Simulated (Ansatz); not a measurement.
## Run report: CH$_{10}$N$_{2}$SSi, phonon calculation

- system: CH$_{10}$N$_{2}$SSi
- method: RKS B3LYP/6-31G* (Ansatz 0.2.0)

It belongs to a series of runs on one base structure; here: vibrations at the highest image of the band. Figures and captions count atoms from 1; the log counts them from 0 in places.

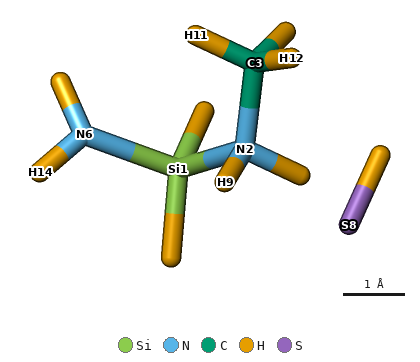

*The input geometry (stick view, seen at a tilt; atoms are numbered from 1 in the order of the input).*

Bond lengths as drawn: C–H 1.09 Å, C–N 1.48 Å, H–N 1.01 to 1.09 Å, H–S 1.35 Å, H–Si 1.47 Å and N–Si 1.74 to 1.90 Å.

### Input file
```yaml
crystal:
  periodic: [false, false, false]
  atoms:
    - { symbol: Si, position_ang: [0.338696, 0.993528, -0.510797] }
    - { symbol: "N", position_ang: [0.292663, -0.438942, 0.739162] }
    - { symbol: C, position_ang: [-0.492215, -1.631277, 0.332954] }
    - { symbol: H, position_ang: [1.269903, 1.98421, 0.049164] }
    - { symbol: H, position_ang: [-1.044001, 1.191491, -0.969625] }
    - { symbol: "N", position_ang: [1.150212, 0.316224, -1.890173] }
    - { symbol: H, position_ang: [-0.175993, 0.102026, 1.561211] }
    - { symbol: S, position_ang: [-1.003267, 1.873141, 2.038438] }
    - { symbol: H, position_ang: [1.243153, -0.7087, 1.005479] }
    - { symbol: H, position_ang: [-1.536694, -1.328955, 0.227462] }
    - { symbol: H, position_ang: [-0.120055, -2.011539, -0.621341] }
    - { symbol: H, position_ang: [-0.422691, -2.40865, 1.097692] }
    - { symbol: H, position_ang: [0.64874, 0.062965, -2.731392] }
    - { symbol: H, position_ang: [2.132069, 0.477021, -2.074681] }
    - { symbol: H, position_ang: [-2.280318, 1.527359, 1.746444] }
basis:
  gaussian: { orbitals: "6-31G*" }
hamiltonian:
  xc: b3lyp
phonons: {}
```

Machine: 2 threads of Arm Neoverse V2, 24 GiB of memory available, shared host.

Launched with:
```bash
ansatz run input.yaml --threads 2 --pin off --max-ram 3072MiB --backend cpu --events-out ev --progress --plain --runs-dir out
```

### Output
```
Engine: ansatz 0.2.0, aarch64-unknown-linux-gnu
Functional definition: B3LYP
  parameter a0 = 0.2
  parameter ax = 0.72
  parameter ac = 0.81
  exchange = (1 - a0 - ax)*slater_x + ax*b88_x + a0*exact_x
  correlation = (1 - ac)*vwn_rpa_c + ac*lyp_c
1178 factors; integrals over basis functions are off by at most 6.0e-4 eV
mean field evaluation 1: about -22883.6855 eV, gradient 6.8e1 eV
mean field evaluation 2: about -22874.0390 eV, gradient 9.2e1 eV
mean field evaluation 4: about -22893.3479 eV, gradient 4.1e0 eV
mean field evaluation 8: about -22893.4074 eV, gradient 5.3e-2 eV
mean field evaluation 16: about -22893.4074 eV, gradient 1.9e-5 eV
mean field -22893.40740789 eV, -841.3172045311 hartree, gradient 1.9e-5 eV, S^2 0.000000; 0 other end points of the search recorded, 0 dependent functions left out
the calculation of the forces begins
reference -22893.40766667 eV, -841.3172140409 hartree; 30, 30 occupied and 73, 73 virtual orbitals, 1178 factors
these checks for a lower state are left out or cut short: stability, starts, cluster_reference, orbital_swaps, neighbouring_geometries, increment
1178 factors; integrals over basis functions are off by at most 6.0e-4 eV
mean field -22893.40725515 eV, -841.3171989179 hartree, gradient 1.7e-6 eV, S^2 0.000000; 0 other end points of the search recorded, 0 dependent functions left out
[... from here on the field's lines of each further geometry are left out, up to the last ...]
the calculation of the forces begins
reference -22893.40764897 eV, -841.3172133908 hartree; 30, 30 occupied and 73, 73 virtual orbitals, 1178 factors
these checks for a lower state are left out or cut short: stability, starts, cluster_reference, orbital_swaps, neighbouring_geometries, increment
1178 factors; integrals over basis functions are off by at most 6.0e-4 eV
mean field -22893.40741609 eV, -841.3172048322 hartree, gradient 2.1e-6 eV, S^2 0.000000; 0 other end points of the search recorded, 0 dependent functions left out
the calculation of the forces begins
reference -22893.40767485 eV, -841.3172143418 hartree; 30, 30 occupied and 73, 73 virtual orbitals, 1178 factors
WARN: phonons: modes at or below zero, which the zero-point energy, F, S and C_V leave out: 1, the lowest at -115.16 cm⁻¹. A minimum has none, and a first-order saddle one
Total energy: -22893.40766667 eV, -841.3172140409 hartree
Atom 0 at     0.338696     0.993528    -0.510797 Å, force    -0.010669    -0.008440    -0.018892 eV/Å
Atom 1 at     0.292663    -0.438942     0.739162 Å, force    -0.008169    -0.004757    -0.003884 eV/Å
Atom 2 at    -0.492215    -1.631277     0.332954 Å, force     0.004153     0.002662    -0.001229 eV/Å
Atom 3 at     1.269903     1.984210     0.049164 Å, force    -0.001338    -0.001568     0.003628 eV/Å
Atom 4 at    -1.044001     1.191491    -0.969625 Å, force     0.003654     0.004356     0.000262 eV/Å
Atom 5 at     1.150212     0.316224    -1.890173 Å, force    -0.009938     0.005291     0.007411 eV/Å
Atom 6 at    -0.175993     0.102026     1.561211 Å, force    -0.000772    -0.006497    -0.001060 eV/Å
Atom 7 at    -1.003267     1.873141     2.038438 Å, force     0.006500     0.008895     0.015549 eV/Å
Atom 8 at     1.243153    -0.708700     1.005479 Å, force     0.000848     0.003295     0.008099 eV/Å
Atom 9 at    -1.536694    -1.328955     0.227462 Å, force     0.000942    -0.000485    -0.000493 eV/Å
Atom 10 at    -0.120055    -2.011539    -0.621341 Å, force     0.001931     0.000454     0.000597 eV/Å
Atom 11 at    -0.422691    -2.408650     1.097692 Å, force     0.000254     0.000822     0.001060 eV/Å
Atom 12 at     0.648740     0.062965    -2.731392 Å, force     0.012385    -0.004146    -0.002291 eV/Å
Atom 13 at     2.132069     0.477021    -2.074681 Å, force    -0.002315     0.001447    -0.003569 eV/Å
Atom 14 at    -2.280318     1.527359     1.746444 Å, force     0.002535    -0.001326    -0.005190 eV/Å
Dipole moment:     0.634298    -1.298547    -1.055664 e Å
Vibrations: -115.16 65.17 131.42 154.24 212.35 249.59 259.79 294.96 327.51 342.21 398.02 524.14 583.51 724.39 781.50 798.67 837.31 882.87 962.27 1029.74 1085.90 1139.19 1268.32 1360.66 1466.13 1527.09 1535.31 1626.50 1631.46 2304.52 2354.79 2380.86 2640.76 3079.81 3161.28 3167.53 3468.20 3578.11 3672.75 cm⁻¹, zero-point energy 3.224136 eV
```

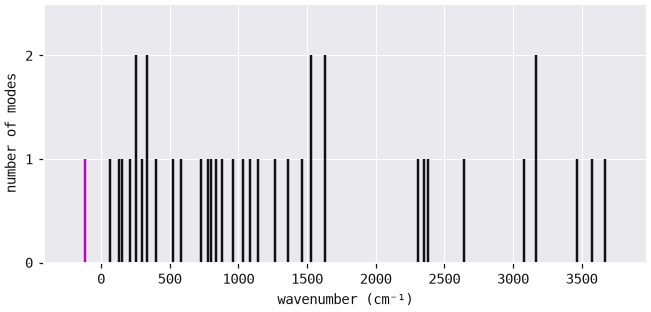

*Harmonic vibrational wavenumbers from the force constants; neighbouring modes closer than 17 cm⁻¹ are counted in one stick, and imaginary ones are drawn at negative wavenumbers.*

39 modes from 115i to 3673 cm⁻¹, 1 imaginary beyond 8i (115i cm⁻¹): a first-order saddle point, if the geometry is stationary.

### Results in brief

| quantity | value |
| --- | --- |
| outcome | converged |
| total energy | −22893.4077 eV |
| mean-field energy | −22893.4077 eV |
| largest force (length of the vector) | 0.023 eV/Å |
| wall time | 3.6 min (CPU time 6.9 min) |
| peak memory | 0.24 GiB |
